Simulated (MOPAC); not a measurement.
**C4H7: frequency calculation (part 1 of 3)**

The run: frequency calculation of C4H7, multiplicity 2. Method and program: PM6-D3H4, unrestricted, dispersion D3H4 (MOPAC 23.2.5).

The geometry was optimised with PM6-D3H4.

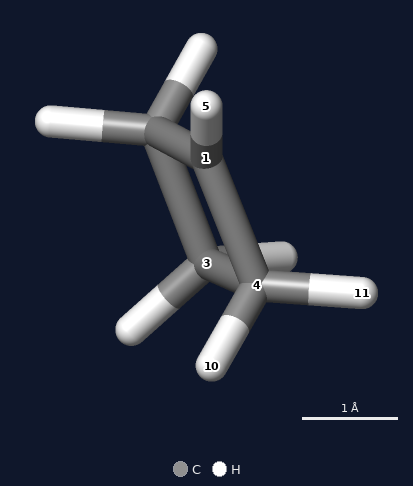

*The structure (stick view, seen at an oblique angle; atoms are numbered from 1 in the order of the input).*

## Input (calc.mop)
```
PM6-D3H4 DOUBLET THERMO(298,398,100) UHF FORCE AUX(PRECISION=6) THREADS=1
job C4H7

C     -0.331897 +1     0.667465 +1    -0.864643 +1
C     -0.012323 +1     0.931068 +1     0.569558 +1
C      0.283765 +1    -0.591973 +1     0.740957 +1
C     -0.064217 +1    -0.797903 +1    -0.766688 +1
H     -0.635782 +1     1.288672 +1    -1.657033 +1
H     -0.871473 +1     1.295057 +1     1.163722 +1
H      0.867480 +1     1.583688 +1     0.723527 +1
H     -0.404135 +1    -1.105220 +1     1.431430 +1
H      1.332575 +1    -0.817141 +1     0.991423 +1
H      0.785568 +1    -1.143880 +1    -1.384585 +1
H     -0.953127 +1    -1.431962 +1    -0.943761 +1
```

Machine: 1 thread of AMD EPYC (Zen 5), 128 GiB of memory available, shared host.

Launch command:
```bash
mopac calc.mop
```

## The program's output
```
MOPAC v23.2.5
PM6-D3H4 CALCULATION RESULTS

 *  PM6-D3H4   - CORRECT DISPERSION AND HYDROGEN BOND TERMS USING THE D3H4 METHOD
 *  DOUBLET    - SPIN STATE DEFINED AS A DOUBLET
 *  UHF        - UNRESTRICTED HARTREE-FOCK CALCULATION
 *  FORCE      - FORCE CALCULATION SPECIFIED
 *  THREADS=1  - MULTI-THREADING NOT USED
 *  AUX        - OUTPUT AUXILIARY INFORMATION
 *  THERMO     - THERMODYNAMIC QUANTITIES TO BE CALCULATED
PM6-D3H4 DOUBLET THERMO(298,398,100) UHF FORCE AUX(PRECISION=6) THREADS=1
 job C4H7

   ATOM   CHEMICAL          X               Y               Z
  NUMBER   SYMBOL      (ANGSTROMS)     (ANGSTROMS)     (ANGSTROMS)

     1       C         -0.33189700  *   0.66746500  *  -0.86464300  *
     2       C         -0.01232300  *   0.93106800  *   0.56955800  *
     3       C          0.28376500  *  -0.59197300  *   0.74095700  *
     4       C         -0.06421700  *  -0.79790300  *  -0.76668800  *
     5       H         -0.63578200  *   1.28867200  *  -1.65703300  *
     6       H         -0.87147300  *   1.29505700  *   1.16372200  *
     7       H          0.86748000  *   1.58368800  *   0.72352700  *
     8       H         -0.40413500  *  -1.10522000  *   1.43143000  *
     9       H          1.33257500  *  -0.81714100  *   0.99142300  *
    10       H          0.78556800  *  -1.14388000  *  -1.38458500  *
    11       H         -0.95312700  *  -1.43196200  *  -0.94376100  *

          CARTESIAN COORDINATES

    NO.       ATOM           X           Y           Z

     1         C         -0.3319      0.6675     -0.8646
     2         C         -0.0123      0.9311      0.5696
     3         C          0.2838     -0.5920      0.7410
     4         C         -0.0642     -0.7979     -0.7667
     5         H         -0.6358      1.2887     -1.6570
     6         H         -0.8715      1.2951      1.1637
     7         H          0.8675      1.5837      0.7235
     8         H         -0.4041     -1.1052      1.4314
     9         H          1.3326     -0.8171      0.9914
    10         H          0.7856     -1.1439     -1.3846
    11         H         -0.9531     -1.4320     -0.9438

           Empirical Formula: C4 H7  =    11 atoms

      MOLECULAR POINT GROUP   :   C2v

 DOUBLET STATE CALCULATION

          UHF CALCULATION, NO. OF ALPHA ELECTRONS =   12
                           NO. OF BETA  ELECTRONS =   11

          HEAT OF FORMATION =      33.005714 KCALS/MOLE

          CARTESIAN COORDINATE DERIVATIVES

   NUMBER  ATOM         X            Y            Z

     1       C      0.006843    -0.028204     0.001846
     2       C      0.020971    -0.014083    -0.001407
     3       C      0.001513     0.006202    -0.003078
     4       C      0.013070     0.012336    -0.026553
     5       H     -0.014865     0.017196    -0.005036
     6       H     -0.012056    -0.000380    -0.013636
     7       H      0.011615    -0.009061     0.020336
     8       H     -0.027844     0.001619     0.004480
     9       H     -0.006630     0.011107     0.005840
    10       H     -0.006451     0.006866    -0.005686
    11       H      0.013834    -0.003599     0.022895

 DIPOLE           X         Y         Z       TOTAL
 POINT-CHG.     0.219     0.235    -0.000     0.321
 HYBRID         0.001     0.001    -0.000     0.002
 SUM            0.219     0.236    -0.000     0.322

          GRADIENT NORM =   0.07692

          MOLECULAR WEIGHT =   55.10

          ROTATIONAL CONSTANTS IN CM(-1)

          A =    0.39550673   B =    0.36920304   C =    0.21526780

           PRINCIPAL MOMENTS OF INERTIA IN UNITS OF 10**(-40)*GRAM-CM**2

          A =       70.7769   B =       75.8194   C =      130.0369

          ORIENTATION OF MOLECULE IN FORCE CALCULATION

    NO.       ATOM         X         Y         Z

     1          C      -0.7240   -0.7781    0.0001
     2          C       0.7688   -0.7781    0.0001
     3          C       0.7279    0.7823    0.0001
     4          C      -0.8314    0.7108   -0.0002
     5          H      -1.4406   -1.5479   -0.0000
     6          H       1.2200   -1.2193   -0.9085
     7          H       1.2203   -1.2194    0.9084
     8          H       1.1534    1.2397   -0.9072
     9          H       1.1533    1.2398    0.9074
    10          H      -1.3042    1.1295    0.9080
    11          H      -1.3037    1.1292   -0.9087

    FIRST DERIVATIVES WILL BE USED IN THE CALCULATION OF SECOND DERIVATIVES

          ESTIMATED TIME TO COMPLETE CALCULATION =        0.52 SECONDS

    FOR POINT-GROUP C2v  THERE ARE   4 UNIQUE SYMMETRY FUNCTIONS.

 STEP:   1 TIME =     0.01 SECS, INTEGRAL =      0.01 TIME LEFT: 172799.98
 STEP:   2 TIME =     0.00 SECS, INTEGRAL =      0.01 TIME LEFT: 172799.98
 STEP:   3 TIME =     0.00 SECS, INTEGRAL =      0.01 TIME LEFT: 172799.98
 STEP:   4 TIME =     0.01 SECS, INTEGRAL =      0.02 TIME LEFT: 172799.98
 STEP:   5 TIME =     0.00 SECS, INTEGRAL =      0.02 TIME LEFT: 172799.98
 STEP:   6 TIME =     0.01 SECS, INTEGRAL =      0.02 TIME LEFT: 172799.97
 STEP:   7 TIME =     0.00 SECS, INTEGRAL =      0.02 TIME LEFT: 172799.97
 STEP:   8 TIME =     0.00 SECS, INTEGRAL =      0.02 TIME LEFT: 172799.97
 STEP:   9 TIME =     0.00 SECS, INTEGRAL =      0.02 TIME LEFT: 172799.97
 STEP:  10                       INTEGRAL =      0.02 TIME LEFT: 172799.97
 STEP:  11                       INTEGRAL =      0.02 TIME LEFT: 172799.97
 STEP:  12                       INTEGRAL =      0.02 TIME LEFT: 172799.97
 STEP:  13 TIME =     0.01 SECS, INTEGRAL =      0.03 TIME LEFT: 172799.96
 STEP:  14 TIME =     0.00 SECS, INTEGRAL =      0.03 TIME LEFT: 172799.96
 STEP:  15 TIME =     0.01 SECS, INTEGRAL =      0.04 TIME LEFT: 172799.95
 STEP:  16 TIME =     0.00 SECS, INTEGRAL =      0.04 TIME LEFT: 172799.95
 STEP:  17 TIME =     0.01 SECS, INTEGRAL =      0.05 TIME LEFT: 172799.95
 STEP:  18 TIME =     0.00 SECS, INTEGRAL =      0.05 TIME LEFT: 172799.95
 STEP:  19                       INTEGRAL =      0.05 TIME LEFT: 172799.95
 STEP:  20                       INTEGRAL =      0.05 TIME LEFT: 172799.95
 STEP:  21                       INTEGRAL =      0.05 TIME LEFT: 172799.95
 STEP:  22 TIME =     0.00 SECS, INTEGRAL =      0.05 TIME LEFT: 172799.95
 STEP:  23 TIME =     0.00 SECS, INTEGRAL =      0.05 TIME LEFT: 172799.95
 STEP:  24 TIME =     0.00 SECS, INTEGRAL =      0.05 TIME LEFT: 172799.95
 STEP:  25                       INTEGRAL =      0.05 TIME LEFT: 172799.95
 STEP:  26                       INTEGRAL =      0.05 TIME LEFT: 172799.95
 STEP:  27                       INTEGRAL =      0.05 TIME LEFT: 172799.95
 STEP:  28                       INTEGRAL =      0.05 TIME LEFT: 172799.95
 STEP:  29                       INTEGRAL =      0.05 TIME LEFT: 172799.95
 STEP:  30                       INTEGRAL =      0.05 TIME LEFT: 172799.95
 STEP:  31                       INTEGRAL =      0.05 TIME LEFT: 172799.95
 STEP:  32                       INTEGRAL =      0.05 TIME LEFT: 172799.95
 STEP:  33                       INTEGRAL =      0.05 TIME LEFT: 172799.95

(To convert to Hartree/Bohr^2, multiply by (10^(-21) x N x a0^2)/(4.184 x 627.51) =  0.0642)

           FORCE MATRIX IN MILLIDYNES/ANGSTROM

                  C  1       C  2       C  3       C  4       H  5       H  6
 ------------------------------------------------------------------------------
     C    1  11.805441
     C    2   4.096871  11.819901
     C    3   1.544388   2.964493  11.676234
     C    4   4.097646   1.513077   2.965492  11.819901
     H    5   3.793469   0.427903   0.033998   0.427905   4.414633
     H    6   0.570599   3.369049   0.520740   0.033732   0.018973   4.275272
     H    7   0.570644   3.368714   0.520435   0.034354   0.018970   0.585580
     H    8   0.028793   0.532386   3.439553   0.532716   0.002972   0.024731
     H    9   0.028958   0.532201   3.439378   0.532227   0.002809   0.038892
     H   10   0.570657   0.034010   0.520504   3.368592   0.018818   0.003549
     H   11   0.570721   0.034354   0.520590   3.368714   0.018897   0.006127

                  H  7       H  8       H  9       H 10       H 11
 ------------------------------------------------------------------
     H    7   4.275272
     H    8   0.038778   4.313042
     H    9   0.024643   0.584597   4.313042
     H   10   0.006127   0.038742   0.024731   4.275272
     H   11   0.003549   0.024801   0.038778   0.585580   4.275272

          HEAT OF FORMATION =      33.005714 KCALS/MOLE

          ZERO POINT ENERGY      56.764 KCAL/MOL

           NORMAL COORDINATE ANALYSIS (Total motion = 1 Angstrom)

   Root No.       1         2         3         4         5         6         7         8

                 1 B1      2 B1      1 A1      1 A2      3 B1      2 A2      4 B1      1 B2

                 205.9     558.1     695.4     791.2     804.9     944.5     980.3     989.9

           1   -0.0000    0.0000    0.0634   -0.0000   -0.0000    0.0000   -0.0000    0.0138
           2    0.0000   -0.0000    0.0681    0.0000    0.0000   -0.0000    0.0000   -0.0129
           3    0.0412   -0.0670    0.0000    0.0000    0.0170   -0.0000    0.0514    0.0000
           4    0.0000   -0.0000    0.0635   -0.0000    0.0000    0.0000    0.0000    0.0065
           5   -0.0000    0.0000   -0.0596    0.0000   -0.0000    0.0000   -0.0000   -0.0752
           6   -0.0354    0.0026    0.0000    0.0376   -0.0157   -0.0033   -0.0328    0.0000
           7   -0.0000   -0.0000   -0.0562    0.0000    0.0000   -0.0000   -0.0000   -0.0703
           8    0.0000    0.0000   -0.0603   -0.0000   -0.0000    0.0000    0.0000    0.0654
           9    0.0328    0.0037   -0.0000   -0.0000   -0.0240    0.0000    0.0123   -0.0000
          10    0.0000   -0.0000   -0.0640    0.0000    0.0000   -0.0000    0.0000    0.0755
          11   -0.0000    0.0000    0.0591   -0.0000   -0.0000   -0.0000   -0.0000   -0.0011
          12   -0.0354    0.0026   -0.0000   -0.0376   -0.0157    0.0033   -0.0328    0.0000
          13   -0.0000   -0.0000    0.0607   -0.0000    0.0000    0.0000    0.0000   -0.2264
          14    0.0000    0.0000    0.0652    0.0000   -0.0000   -0.0000   -0.0000    0.2108
          15    0.1612    0.4873   -0.0000    0.0000   -0.0151   -0.0000   -0.0420   -0.0000
          16   -0.0607    0.0864    0.0649   -0.1360    0.0339    0.1278    0.1634    0.0282
          17    0.0487   -0.0076   -0.0683    0.0798   -0.1046    0.1483    0.0626   -0.0280
          18   -0.0910    0.0543    0.0068   -0.0878    0.0631   -0.0111    0.0315   -0.0019
          19    0.0607   -0.0864    0.0649    0.1360   -0.0339   -0.1277   -0.1634    0.0282
          20   -0.0487    0.0076   -0.0683   -0.0798    0.1046   -0.1483   -0.0626   -0.0281
          21   -0.0910    0.0543   -0.0068   -0.0877    0.0631   -0.0111    0.0315    0.0019
          22    0.0474   -0.0085   -0.0623    0.0742    0.1159    0.0766   -0.0344   -0.0971
          23    0.0509   -0.0091   -0.0669   -0.0691    0.1245   -0.0713   -0.0369    0.0904
          24    0.0820   -0.0061   -0.0072    0.0000    0.1103    0.0000   -0.0301   -0.0000
          25   -0.0474    0.0085   -0.0623   -0.0742   -0.1159   -0.0766    0.0344   -0.0971
          26   -0.0509    0.0091   -0.0669    0.0691   -0.1245    0.0713    0.0369    0.0904
          27    0.0820   -0.0061    0.0072   -0.0000    0.1103   -0.0000   -0.0301   -0.0000
          28   -0.0529    0.0137   -0.0728    0.0893    0.1067    0.1388   -0.0508    0.0300
          29    0.0571   -0.0856    0.0598   -0.1300   -0.0263    0.1380   -0.1674   -0.0261
          30   -0.0910    0.0543   -0.0068    0.0878    0.0631    0.0111    0.0316   -0.0019
          31    0.0529   -0.0137   -0.0728   -0.0893   -0.1067   -0.1388    0.0508    0.0300
          32   -0.0571    0.0856    0.0598    0.1300    0.0263   -0.1380    0.1674   -0.0261
          33   -0.0910    0.0543    0.0068    0.0877    0.0631    0.0111    0.0315    0.0019

   Root No.       9        10        11        12        13        14        15        16

                 2 A1      3 A2      2 B2      5 B1      3 B2      3 A1      4 B2      5 B2

                1033.8    1041.7    1063.1    1093.8    1163.3    1205.8    1228.4    1274.1

           1    0.0334   -0.0000    0.0282   -0.0000    0.0321    0.0251    0.0625    0.0276
           2    0.0358    0.0000   -0.0262    0.0000   -0.0299    0.0270   -0.0581   -0.0257
           3   -0.0000   -0.0000    0.0000    0.0017    0.0000   -0.0000    0.0000    0.0000
           4   -0.0202    0.0000   -0.0413    0.0000   -0.0341   -0.0069   -0.0115   -0.0479
           5   -0.0331   -0.0000   -0.0338   -0.0000   -0.0023    0.0613    0.0355   -0.0095
           6   -0.0000   -0.0311   -0.0000   -0.0339   -0.0000   -0.0000    0.0000   -0.0000
           7    0.0481    0.0000   -0.0396   -0.0000   -0.0152   -0.0452    0.0065    0.0443
           8    0.0517   -0.0000    0.0369    0.0000    0.0141   -0.0485   -0.0061   -0.0413
           9    0.0000    0.0000   -0.0000    0.0647   -0.0000   -0.0000    0.0000    0.0000
          10   -0.0316   -0.0000    0.0308    0.0000   -0.0001    0.0617   -0.0362    0.0060
          11   -0.0225    0.0000    0.0436   -0.0000    0.0342   -0.0025    0.0089    0.0484
          12   -0.0000    0.0311   -0.0000   -0.0339   -0.0000    0.0000   -0.0000   -0.0000
          13    0.0295   -0.0000    0.2962   -0.0000   -0.0529    0.0279   -0.1367    0.0012
          14    0.0317    0.0000   -0.2758    0.0000    0.0493    0.0301    0.1272   -0.0011
          15   -0.0000   -0.0000    0.0000   -0.0034   -0.0000   -0.0000   -0.0000    0.0000
          16   -0.1128   -0.0106   -0.0723   -0.0334    0.0596   -0.1396   -0.1278    0.0507
          17   -0.1207   -0.0927   -0.0639   -0.1391    0.0798   -0.0437   -0.0874    0.0823
          18   -0.0032    0.0144   -0.0018    0.0264    0.0026   -0.0209   -0.0091   -0.0038
          19   -0.1128    0.0106   -0.0723    0.0334    0.0596   -0.1396   -0.1278    0.0507
          20   -0.1207    0.0927   -0.0639    0.1391    0.0798   -0.0437   -0.0874    0.0823
          21    0.0032    0.0144    0.0018    0.0264   -0.0026    0.0209    0.0091    0.0039
          22    0.0335    0.2050   -0.0036   -0.0911    0.1451   -0.0473   -0.0088   -0.1521
          23    0.0360   -0.1908    0.0034   -0.0978   -0.1350   -0.0509    0.0082    0.1416
          24   -0.0030    0.0000    0.0000   -0.0428    0.0000   -0.0131   -0.0000   -0.0000
          25    0.0335   -0.2050   -0.0036    0.0911    0.1451   -0.0473   -0.0088   -0.1521
          26    0.0360    0.1908    0.0034    0.0978   -0.1350   -0.0509    0.0082    0.1416
          27    0.0031   -0.0000    0.0000   -0.0428    0.0000    0.0131   -0.0000   -0.0000
          28   -0.1124   -0.0917    0.0586    0.1363   -0.0753   -0.0336    0.0781   -0.0785
          29   -0.1211   -0.0172    0.0767    0.0432   -0.0652   -0.1423    0.1337   -0.0565
          30    0.0032   -0.0144   -0.0018    0.0264    0.0026    0.0209   -0.0091   -0.0039
          31   -0.1124    0.0917    0.0586   -0.1363   -0.0753   -0.0335    0.0781   -0.0785
          32   -0.1211    0.0172    0.0767   -0.0432   -0.0652   -0.1423    0.1337   -0.0565
          33   -0.0032   -0.0144    0.0018    0.0264   -0.0026   -0.0209    0.0091    0.0038

   Root No.      17        18        19        20        21        22        23        24

                 4 A1      6 B2      5 A1      6 A1      6 B1      4 A2      7 B1      7 B2

                1289.7    1364.3    1375.9    1404.1    2655.4    2664.9    2688.1    2790.8
```
